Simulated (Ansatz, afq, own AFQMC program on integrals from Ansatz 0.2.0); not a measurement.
# CH₃Ge (doublet): AFQMC on the coupled-cluster ladder at distance Ge1–C2 = 2.122 Å, cc-pVDZ

How near does AFQMC come to the top of the ladder for CH₃Ge (doublet)?

Method: cc-pVDZ, frozen cores; program: Ansatz 0.2.0, Gaussian basis, and an in-house AFQMC program (afq) on its integrals; all values are calculated.

The runs, in order: PBE (unrestricted); r2SCAN (unrestricted); PBE0 (unrestricted); B3LYP (unrestricted); wB97M-V (unrestricted); B2PLYP (unrestricted); CCSD(T) on UHF; Phaseless AFQMC, CISD trial on UHF; Phaseless AFQMC, single-determinant trial on UHF; Free-projection AFQMC, CISD trial on UHF; CCSD(T) on ROHF; Phaseless AFQMC, CISD trial on ROHF; Phaseless AFQMC, single-determinant trial on ROHF; Free-projection AFQMC, CISD trial on ROHF.

### 1 The system

The geometry derives from a PBE0/def2-TZVP stationary point (not a proven minimum). One bond is set to the value named and the two fragments are kept rigid. No spin-orbit coupling is included. The filled d shell of Ge may be among the frozen orbitals whatever the setting's name suggests; the logs give the count.

5 atoms, charge 0, spin multiplicity 2.

Atoms are counted from 1 here; the program's logs count them from 0.

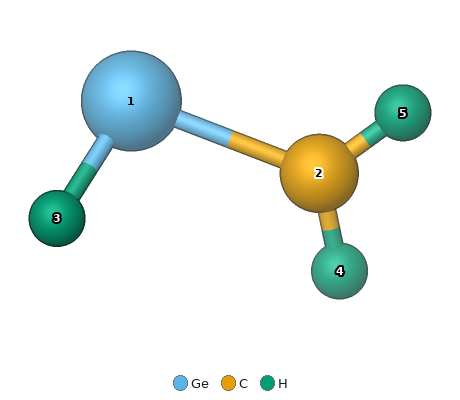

The geometry (germanium blue, carbon amber, hydrogen teal); atoms are numbered from 1 in the order of the file.

### 2 PBE (unrestricted)

in.yaml

```yaml
crystal:
  periodic: [false, false, false]
  atoms:
    - {symbol: Ge, position_ang: [-0.012011, 0.034055, 0.348269]}
    - {symbol: C, position_ang: [0.056944, -0.072531, -1.769931]}
    - {symbol: H, position_ang: [0.349579, -1.470683, 0.690275]}
    - {symbol: H, position_ang: [-0.394416, -0.913726, -2.295836]}
    - {symbol: H, position_ang: [0.231921, 0.794388, -2.402757]}
basis:
  gaussian: {orbitals: cc-pVDZ}
magnetization: {spin_polarized: true, initial_magnetization: 1}
hamiltonian: {xc: {name: PBE}}
output: {orbitals: {seedname: orbitals}}
```

Launch:

```
> ansatz run in.yaml --threads 1 --pin off --events-out ev --progress --plain --max-ram 1382MiB
```

Standard output:

```text
Functional definition: PBE
  name "PBE"
  cite "Perdew, Burke & Ernzerhof, Phys. Rev. Lett. 77, 3865 (1996) doi:10.1103/PhysRevLett.77.3865"
  parent pbe
  parameter kappa = 0.804
  parameter beta = 0.06672455060314922
  exchange = pbe_x(kappa = kappa, mu = beta*pi^2/3)
  correlation = pbe_c(beta = beta)
729 factors; their error is unknown
mean field evaluation 1: about -57574.8627 eV, gradient 4.8e1 eV
mean field evaluation 2: about -57463.7941 eV, gradient 9.2e1 eV
mean field evaluation 4: about -57585.8473 eV, gradient 2.0e1 eV
mean field evaluation 8: about -57590.0692 eV, gradient 3.2e-1 eV
mean field evaluation 16: about -57590.0596 eV, gradient 5.4e-4 eV
mean field -57590.05958561 eV, -2116.3956538267 hartree, gradient 2.4e-5 eV, S^2 0.784575; 1 other end points of the search recorded, 0 dependent functions left out
reference -57590.05961441 eV, -2116.3956548852 hartree; 21, 20 occupied and 35, 36 virtual orbitals, 729 factors
Total energy: -57590.05961441 eV, -2116.3956548852 hartree
```

It took 3.1 s on 1 thread of Intel Xeon Platinum 8259CL at 2.50GHz (Skylake/Cascade Lake), shared host.

From the report: ⟨S²⟩ of the determinant 0.785 (pure doublet: 0.75).

### 3 r2SCAN (unrestricted)

in.yaml, as its differences from that of step 2:

```diff
@@ -11,3 +11,2 @@
 magnetization: {spin_polarized: true, initial_magnetization: 1}
-hamiltonian: {xc: {name: PBE}}
-output: {orbitals: {seedname: orbitals}}
+hamiltonian: {xc: {name: r2SCAN}}
```

The command is unchanged.

Standard output:

```text
Functional definition: r2SCAN
  name "r2SCAN"
  cite "Furness, Kaplan, Ning, Perdew & Sun, J. Phys. Chem. Lett. 11, 8208 (2020) doi:10.1021/acs.jpclett.0c02405"
  cite "Furness, Kaplan, Ning, Perdew & Sun, J. Phys. Chem. Lett. 11, 9248 (2020) doi:10.1021/acs.jpclett.0c03077"
  parent r2scan
  parameter k0 = 0.174
  parameter k1 = 0.065
  parameter a1 = 4.9479
  exchange = r2scan_x(k0 = k0, k1 = k1, a1 = a1)
  correlation = r2scan_c
729 factors; their error is unknown
mean field evaluation 1: about -57586.8143 eV, gradient 4.3e1 eV
mean field evaluation 2: about -57512.7377 eV, gradient 8.6e1 eV
mean field evaluation 4: about -57597.7643 eV, gradient 1.2e1 eV
mean field evaluation 8: about -57599.2076 eV, gradient 2.4e-1 eV
mean field evaluation 16: about -57599.1987 eV, gradient 2.6e-3 eV
mean field -57599.19870388 eV, -2116.7315102285 hartree, gradient 2.3e-5 eV, S^2 0.847747; 2 other end points of the search recorded, 0 dependent functions left out
reference -57599.19871325 eV, -2116.7315105726 hartree; 21, 20 occupied and 35, 36 virtual orbitals, 729 factors
Total energy: -57599.19871325 eV, -2116.7315105726 hartree
```

Run time: 7 s. Hardware: 1 thread of Intel Xeon Platinum 8259CL at 2.50GHz (Skylake/Cascade Lake), shared host.

From the report: ⟨S²⟩ of the determinant 0.848 (pure doublet: 0.75).

### 4 PBE0 (unrestricted)

in.yaml, as its differences from that of step 3:

```diff
@@ -11,2 +11,3 @@
 magnetization: {spin_polarized: true, initial_magnetization: 1}
-hamiltonian: {xc: {name: r2SCAN}}
+hamiltonian: {xc: {name: PBE0}}
+output: {orbitals: {seedname: orbitals}}
```

The command is unchanged.

Standard output, cut to the lines that bear on the results:

```text
Functional definition: PBE0
  name "PBE0"
  cite "Adamo & Barone, J. Chem. Phys. 110, 6158 (1999) doi:10.1063/1.478522"
  cite "Perdew, Burke & Ernzerhof, Phys. Rev. Lett. 77, 3865 (1996) doi:10.1103/PhysRevLett.77.3865"
  parent pbe
[...]
589 factors; integrals over basis functions are off by at most 1.1e-3 eV
[...]
mean field -57591.67042948 eV, -2116.4548512470 hartree, gradient 6.6e-5 eV, S^2 0.817668; 2 other end points of the search recorded, 0 dependent functions left out
reference -57591.67045161 eV, -2116.4548520604 hartree; 21, 20 occupied and 35, 36 virtual orbitals, 589 factors
Total energy: -57591.67045161 eV, -2116.4548520604 hartree
```

It took 5.5 s on 1 thread of Intel Xeon Platinum 8259CL at 2.50GHz (Skylake/Cascade Lake), shared host.

From the report: ⟨S²⟩ of the determinant 0.818 (pure doublet: 0.75).

### 5 B3LYP (unrestricted)

in.yaml, as its differences from that of step 4:

```diff
@@ -11,3 +11,2 @@
 magnetization: {spin_polarized: true, initial_magnetization: 1}
-hamiltonian: {xc: {name: PBE0}}
-output: {orbitals: {seedname: orbitals}}
+hamiltonian: {xc: {name: B3LYP}}
```

The command is unchanged.

Standard output, cut to the lines that bear on the results:

```text
Functional definition: B3LYP
  name "B3LYP"
  cite "Stephens, Devlin, Chabalowski & Frisch, J. Phys. Chem. 98, 11623 (1994) doi:10.1021/j100096a001"
  cite "Becke, Phys. Rev. A 38, 3098 (1988) doi:10.1103/PhysRevA.38.3098"
  cite "Lee, Yang & Parr, Phys. Rev. B 37, 785 (1988) doi:10.1103/PhysRevB.37.785"
  cite "Vosko, Wilk & Nusair, Can. J. Phys. 58, 1200 (1980) doi:10.1139/p80-159"
[...]
589 factors; integrals over basis functions are off by at most 1.1e-3 eV
[...]
mean field -57601.64758238 eV, -2116.8215048536 hartree, gradient 7.6e-5 eV, S^2 0.791379; 2 other end points of the search recorded, 0 dependent functions left out
reference -57601.64778082 eV, -2116.8215121461 hartree; 21, 20 occupied and 35, 36 virtual orbitals, 589 factors
Total energy: -57601.64778082 eV, -2116.8215121461 hartree
```

Run time: 5 s. Hardware: 1 thread of Intel Xeon Platinum 8259CL at 2.50GHz (Skylake/Cascade Lake), shared host.

From the report: ⟨S²⟩ of the determinant 0.791 (pure doublet: 0.75).

### 6 wB97M-V (unrestricted)

in.yaml, as its differences from that of step 5:

```diff
@@ -11,2 +11,3 @@
 magnetization: {spin_polarized: true, initial_magnetization: 1}
-hamiltonian: {xc: {name: B3LYP}}
+hamiltonian: {xc: {name: wB97M-V}}
+output: {orbitals: {seedname: orbitals}}
```

Same command.

Standard output, cut to the lines that bear on the results:

```text
Functional definition: wB97M-V
  name "wB97M-V"
  cite "Mardirossian & Head-Gordon, J. Chem. Phys. 144, 214110 (2016) doi:10.1063/1.4952647"
  cite "Becke, J. Chem. Phys. 107, 8554 (1997) doi:10.1063/1.475007"
  cite "Vydrov & Van Voorhis, J. Chem. Phys. 133, 244103 (2010) doi:10.1063/1.3521275"
  # Of w^i u^j: cxij and so on, Table III.
[...]
  gx(w, u) = 1 - cx + cx01*u + cx10*w
  gss(w, u) = css00 + css04*u^4 + css10*w + css20*w^2 + css43*w^4*u^3
  gos(w, u) = cos00 + cos10*w + (cos20 + cos21*u)*w^2 + (cos60 + cos61*u)*w^6
[...]
      + integral(e_c_pw_mod_opposite_spin*gos(b97_w_opposite, b97_u_opposite)) + vv10(b, c)
589 factors; integrals over basis functions are off by at most 1.1e-3 eV
181 factors; integrals over basis functions are off by at most 6.4e-6 eV
[...]
mean field -57596.23919015 eV, -2116.6227501048 hartree, gradient 5.7e-5 eV, S^2 0.797231; 2 other end points of the search recorded, 0 dependent functions left out
reference -57596.23922325 eV, -2116.6227513213 hartree; 21, 20 occupied and 35, 36 virtual orbitals, 589 factors
Total energy: -57596.23922325 eV, -2116.6227513213 hartree
```

It took 17 s on 1 thread of Intel Xeon Platinum 8259CL at 2.50GHz (Skylake/Cascade Lake), shared host.

From the report: ⟨S²⟩ of the determinant 0.797 (pure doublet: 0.75).

### 7 B2PLYP (unrestricted)

in.yaml, as its differences from that of step 6:

```diff
@@ -11,3 +11,3 @@
 magnetization: {spin_polarized: true, initial_magnetization: 1}
-hamiltonian: {xc: {name: wB97M-V}}
-output: {orbitals: {seedname: orbitals}}
+hamiltonian: {xc: {name: B2PLYP}}
+correlation: {electrons: outside_noble_gas}
```

Launched as before.

Standard output, cut to the lines that bear on the results:

```text
Functional definition: B2PLYP
  name "B2PLYP"
  cite "Grimme, J. Chem. Phys. 124, 034108 (2006) doi:10.1063/1.2148954"
  cite "Becke, Phys. Rev. A 38, 3098 (1988) doi:10.1103/PhysRevA.38.3098"
  cite "Lee, Yang & Parr, Phys. Rev. B 37, 785 (1988) doi:10.1103/PhysRevB.37.785"
[...]
589 factors; integrals over basis functions are off by at most 1.1e-3 eV
[...]
mean field -57585.68629465 eV, -2116.2349383481 hartree, gradient 5.8e-6 eV, S^2 0.847527; 3 other end points of the search recorded, 0 dependent functions left out
15 core orbitals not correlated: weight in the atoms' cores, before any rotation towards them, 0.999 or more for the frozen orbitals, at most 0.000 for the correlated occupied ones
reference -57585.68642271 eV, -2116.2349430545 hartree; 6, 5 occupied and 35, 36 virtual orbitals, 589 factors
second order -6.67398138 eV of doubles, -0.00000000 eV of singles
Total energy: -57587.48839769 eV, -2116.3011644134 hartree
```

Run time: 6.5 s. Hardware: 1 thread of Intel Xeon Platinum 8259CL at 2.50GHz (Skylake/Cascade Lake), shared host.

From the report: ⟨S²⟩ of the determinant 0.848 (pure doublet: 0.75).

### 8 CCSD(T) on UHF

in.yaml, as its differences from that of step 7:

```diff
@@ -11,3 +11,2 @@
 magnetization: {spin_polarized: true, initial_magnetization: 1}
-hamiltonian: {xc: {name: B2PLYP}}
-correlation: {electrons: outside_noble_gas}
+correlation: {method: ccsd_t, electrons: outside_noble_gas, hamiltonian_folder: ham}
```

The command is unchanged.

Standard output, cut to the lines that bear on the results:

```text
Functional definition: HF
  name "HF"
  cite "Fock, Z. Phys. 61, 126 (1930) doi:10.1007/BF01340294"
  parent pbe
[...]
589 factors; integrals over basis functions are off by at most 1.1e-3 eV
[...]
mean field -57548.31237818 eV, -2114.8614722510 hartree, gradient 2.6e-6 eV, S^2 1.055772; 8 other end points of the search recorded, 0 dependent functions left out
determinant -57548.31237818 eV, -2114.8614722510 hartree, with singles and doubles -57554.56678416 eV, -2115.0913174314 hartree
determinant -57547.53061626 eV, -2114.8327430304 hartree, with singles and doubles -57553.67881257 eV, -2115.0586850773 hartree
determinant -57547.07248336 eV, -2114.8159069567 hartree, with singles and doubles -57554.15101975 eV, -2115.0760383711 hartree
determinant -57546.94973862 eV, -2114.8113961709 hartree, with singles and doubles -57553.04941311 eV, -2115.0355550737 hartree
determinant -57546.40142787 eV, -2114.7912461223 hartree, with singles and doubles -57552.48134120 eV, -2115.0146788162 hartree
determinant -57548.31237818 eV, -2114.8614722510 hartree, with singles and doubles -57554.57807997 eV, -2115.0917325445 hartree
determinant -57547.07248336 eV, -2114.8159069567 hartree, with singles and doubles -57554.37996051 eV, -2115.0844517887 hartree
15 core orbitals not correlated: weight in the atoms' cores, before any rotation towards them, 0.999 or more for the frozen orbitals, at most 0.000 for the correlated occupied ones
reference -57548.31237818 eV, -2114.8614722510 hartree; 6, 5 occupied and 35, 36 virtual orbitals, 589 factors
second order -5.12647581 eV of doubles, -0.00000000 eV of singles
cycle   1  -6.26570236 eV  change   -5.8e-7 eV  update   3.6e-6
perturbative correction -0.18483358 eV, -0.0067925087 hartree
Total energy: -57554.76291412 eV, -2115.0985250744 hartree
```

It took 24 s on 1 thread of Intel Xeon Platinum 8259CL at 2.50GHz (Skylake/Cascade Lake), shared host.

From the report: ⟨S²⟩ of the determinant 1.056 (pure doublet: 0.75); correlation -6.4505 eV; T1 0.051; largest double amplitude 0.07.

This run also writes the integrals to the folder ham.

### 9 Phaseless AFQMC, CISD trial on UHF

It reads the integrals that the CCSD(T) run on this determinant wrote.

Launch:

```
> afq ham --method phaseless --trial cisd --walkers 60 --populations 1 --least-time 40 --time-step 0.005 --steps-per-block 50 --equilibration-blocks 28 --max-blocks 300 --target-error 0.0004 --factor-cut 1e-05 --start spin_pure --seed 8013 --release-times 0.24,0.51,0.99,1.62,2.4 --release-step 0.03 --release-every 4 --taylor-order 6
```

Standard output:

```text
orbitals 41  electrons 6 5  factors 330 of 589
reference energy -2114.86147225 Eh
CCSD correlation -0.23026006 Eh in 19 cycles, weight of the determinant in the CISD state 0.8250
energy of the start -2115.074047 Eh
 block  time / (1/Eh)  mean weight  energy / Eh
     1     0.250  0.9976  -2115.079364
     2     0.500  0.9995  -2115.087329
     3     0.750  1.0015  -2115.095177
     4     1.000  1.0007  -2115.090822
     5     1.250  0.9996  -2115.093520
     6     1.500  1.0000  -2115.096961
     7     1.750  1.0008  -2115.094909
     8     2.000  0.9998  -2115.100060
     9     2.250  1.0010  -2115.101404
    10     2.500  1.0022  -2115.107206
    17     4.250  0.9998  -2115.093994
    25     6.250  0.9998  -2115.110201
    33     8.250  1.0016  -2115.097324
    41    10.250  1.0035  -2115.091986
    49    12.250  1.0000  -2115.097619
    57    14.250  1.0017  -2115.110793
    65    16.250  0.9978  -2115.094969
    73    18.250  1.0011  -2115.105255
    81    20.250  1.0003  -2115.107000
    89    22.250  1.0006  -2115.105195
    97    24.250  1.0004  -2115.097729
   105    26.250  1.0007  -2115.099712
   113    28.250  0.9993  -2115.102566
   121    30.250  1.0011  -2115.094346
   129    32.250  0.9980  -2115.092164
   137    34.250  0.9986  -2115.096448
   145    36.250  0.9998  -2115.096542
   153    38.250  1.0021  -2115.100155
   161    40.250  0.9985  -2115.097762
   169    42.250  1.0014  -2115.100499
   177    44.250  0.9993  -2115.110280
   185    46.250  1.0010  -2115.095572
   193    48.250  1.0018  -2115.102817
   201    50.250  1.0003  -2115.104843
   209    52.250  0.9992  -2115.100518
   217    54.250  1.0001  -2115.101551
   225    56.250  0.9995  -2115.093814
   233    58.250  0.9956  -2115.099352
   241    60.250  0.9994  -2115.098848
   249    62.250  1.0003  -2115.103763
   257    64.250  1.0009  -2115.090871
   265    66.250  1.0014  -2115.097277
   273    68.250  0.9999  -2115.100902
   281    70.250  1.0006  -2115.103659
   289    72.250  1.0004  -2115.107873
   297    74.250  1.0018  -2115.105448
   305    76.250  0.9997  -2115.093612
   313    78.250  0.9987  -2115.096805
   321    80.250  0.9989  -2115.100317
blocks merged  error / Eh  count
     1  0.000279  300
     2  0.000345  150
     4  0.000427  75
     8  0.000472  37
    16  0.000546  18
    32  0.000565  9
released: time / (1/Eh)  energy / Eh  error  mean overlap
  0.24  -2115.100836  0.000662  1.0021
  0.51  -2115.101094  0.000612  1.0034
  0.99  -2115.101174  0.000451  1.0105
  1.62  -2115.101702  0.000657  1.0060
  2.40  -2115.100016  0.000835  1.0295
energy -2115.100563 +/- 0.000546 Eh
```

It took 19 min on 1 thread of Intel Xeon Platinum 8259CL at 2.50GHz (Skylake/Cascade Lake), shared host.

Energy -57554.8184 ± 0.0149 eV. Caveats: constraint bias not in the error.

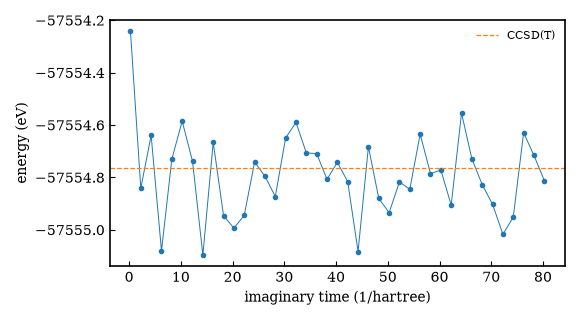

Block energies along the walk.

### 10 Phaseless AFQMC, single-determinant trial on UHF

It reads the integrals that the CCSD(T) run on this determinant wrote.

Launch:

```
> afq ham --method phaseless --trial hf --walkers 120 --populations 1 --least-time 40 --time-step 0.005 --steps-per-block 20 --equilibration-blocks 112 --max-blocks 600 --target-error 0.0012000000000000001 --factor-cut 1e-05 --start spin_pure --seed 4311 --taylor-order 6
```

Standard output:

```text
orbitals 41  electrons 6 5  factors 330 of 589
reference energy -2114.86147225 Eh
CCSD correlation -0.23026006 Eh in 19 cycles, weight of the determinant in the CISD state 0.8250
energy of the start -2114.865048 Eh
 block  time / (1/Eh)  mean weight  energy / Eh
     1     0.100  1.0000  -2114.912444
     2     0.200  1.0020  -2114.942417
     3     0.300  1.0004  -2114.962608
     4     0.400  1.0002  -2114.985446
     5     0.500  1.0017  -2115.009695
     6     0.600  1.0035  -2115.017052
     7     0.700  1.0010  -2115.018797
     8     0.800  1.0000  -2115.027034
     9     0.900  1.0002  -2115.032726
    10     1.000  1.0013  -2115.046865
    18     1.800  0.9993  -2115.089738
    35     3.500  1.0007  -2115.083011
    52     5.200  0.9997  -2115.132482
    69     6.900  0.9987  -2115.070735
    86     8.600  1.0013  -2115.080012
   103    10.300  1.0011  -2115.070010
   120    12.000  1.0006  -2115.070782
   137    13.700  0.9993  -2115.103870
   154    15.400  0.9990  -2115.132139
   171    17.100  1.0009  -2115.094245
   188    18.800  1.0013  -2115.088718
   205    20.500  1.0014  -2115.101726
   222    22.200  0.9997  -2115.079679
   239    23.900  0.9982  -2115.114187
   256    25.600  1.0000  -2115.106437
   273    27.300  1.0012  -2115.113358
   290    29.000  0.9981  -2115.101170
   307    30.700  1.0004  -2115.080365
   324    32.400  0.9996  -2115.107259
   341    34.100  1.0006  -2115.088836
   358    35.800  1.0001  -2115.110447
   375    37.500  0.9998  -2115.079580
   392    39.200  0.9988  -2115.119197
   409    40.900  1.0011  -2115.122417
   426    42.600  0.9998  -2115.105638
   443    44.300  0.9930  -2115.095171
   460    46.000  1.0000  -2115.106530
   477    47.700  1.0009  -2115.086551
   494    49.400  1.0011  -2115.096126
   511    51.100  0.9997  -2115.071508
   528    52.800  1.0001  -2115.094328
   545    54.500  1.0012  -2115.133442
   562    56.200  1.0013  -2115.088007
   579    57.900  0.9995  -2115.089679
   596    59.600  1.0007  -2115.079420
   613    61.300  0.9994  -2115.100004
   630    63.000  1.0009  -2115.138678
   647    64.700  0.9988  -2115.079925
   664    66.400  0.9990  -2115.075871
   681    68.100  0.9998  -2115.134470
   698    69.800  0.9998  -2115.112753
blocks merged  error / Eh  count
     1  0.000701  600
     2  0.000931  300
     4  0.001217  150
     8  0.001546  75
    16  0.001884  37
    32  0.002291  18
    64  0.001231  9
energy -2115.101999 +/- 0.002291 Eh
```

It took 10 min on 1 thread of Intel Xeon Platinum 8259CL at 2.50GHz (Skylake/Cascade Lake), shared host.

Energy -57554.8574 ± 0.0623 eV. Caveats: constraint bias not in the error; error above the target.

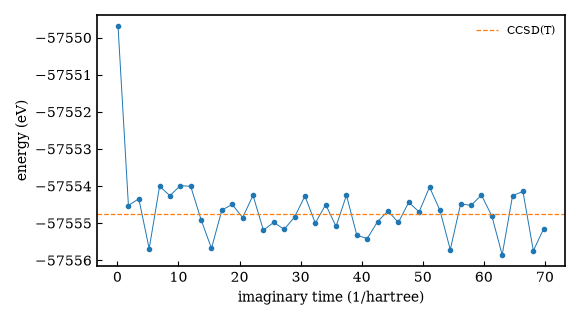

Block energies along the walk.

### 11 Free-projection AFQMC, CISD trial on UHF

It reads the integrals that the CCSD(T) run on this determinant wrote.

Launch:

```
> afq ham --method free --trial cisd --walkers 60 --time-step 0.03 --max-blocks 80 --target-error 0.0004 --factor-cut 1e-05 --seed 2248 --times 0,0.21,0.42,0.81,1.2,1.8,2.4,3 --taylor-order 8
```

Standard output:

```text
orbitals 41  electrons 6 5  factors 330 of 589
reference energy -2114.86147225 Eh
CCSD correlation -0.23026006 Eh in 19 cycles, weight of the determinant in the CISD state 0.8250
repeat  energy at the last time / Eh  error
    10  -2115.102453  0.002117
    20  -2115.100845  0.001319
    30  -2115.100797  0.001099
    40  -2115.099747  0.000882
    50  -2115.099755  0.000797
    60  -2115.100056  0.000721
    70  -2115.100080  0.000664
    80  -2115.099985  0.000594
time / (1/Eh)  energy / Eh  error  mean overlap
  0.00  -2115.091810  0.000203  1.2130
  0.21  -2115.094832  0.000222  1.2210
  0.42  -2115.096896  0.000281  1.2145
  0.81  -2115.098441  0.000298  1.2147
  1.20  -2115.099371  0.000329  1.2129
  1.80  -2115.099334  0.000441  1.2264
  2.40  -2115.099953  0.000483  1.2391
  3.00  -2115.099985  0.000594  1.2446
energy -2115.099985 +/- 0.000594 Eh
```

It took 11 min on 1 thread of Intel Xeon Platinum 8259CL at 2.50GHz (Skylake/Cascade Lake), shared host.

Energy -57554.8026 ± 0.0162 eV. Caveats: remainder of the start not in the error; start is not spin pure.

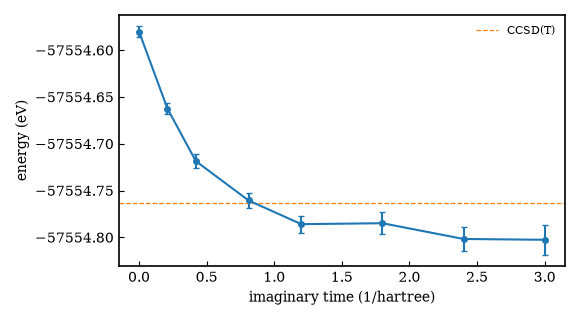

Energy against projection time, with error bars.

### 12 CCSD(T) on ROHF

in.yaml, as its differences from that of step 8:

```diff
@@ -10,3 +10,3 @@
   gaussian: {orbitals: cc-pVDZ}
-magnetization: {spin_polarized: true, initial_magnetization: 1}
+magnetization: {spin_polarized: false, initial_magnetization: 1}
 correlation: {method: ccsd_t, electrons: outside_noble_gas, hamiltonian_folder: ham}
```

Launch:

```
> ansatz run in.yaml --threads 1 --pin off --events-out ev --progress --plain --max-ram 1382MiB
```

Standard output, cut to the lines that bear on the results:

```text
Functional definition: HF
  name "HF"
  cite "Fock, Z. Phys. 61, 126 (1930) doi:10.1007/BF01340294"
  parent pbe
[...]
589 factors; integrals over basis functions are off by at most 1.1e-3 eV
[...]
mean field -57548.07841671 eV, -2114.8528743255 hartree, gradient 3.0e-6 eV, S^2 0.750000; 2 other end points of the search recorded, 0 dependent functions left out
[...]
15 core orbitals not correlated: weight in the atoms' cores, before any rotation towards them, 0.999 or more for the frozen orbitals, at most 0.000 for the correlated occupied ones
reference -57548.07841671 eV, -2114.8528743255 hartree; 6, 5 occupied and 35, 36 virtual orbitals, 589 factors
second order -5.35033756 eV of doubles, -0.06159552 eV of singles
cycle   1  -6.13584863 eV  change   -7.2e-1 eV  update   7.7e-2
[...]
cycle  16  -6.50017765 eV  change   -1.1e-6 eV  update   9.4e-6
perturbative correction -0.18642054 eV, -0.0068508285 hartree
Total energy: -57554.76501490 eV, -2115.0986022766 hartree
```

It took 9 s on 1 thread of Intel Xeon Platinum 8259CL at 2.50GHz (Skylake/Cascade Lake), shared host.

From the report: correlation -6.6866 eV; T1 0.046; largest double amplitude 0.08.

This run also writes the integrals to the folder ham.

[end of part 1 of 2]
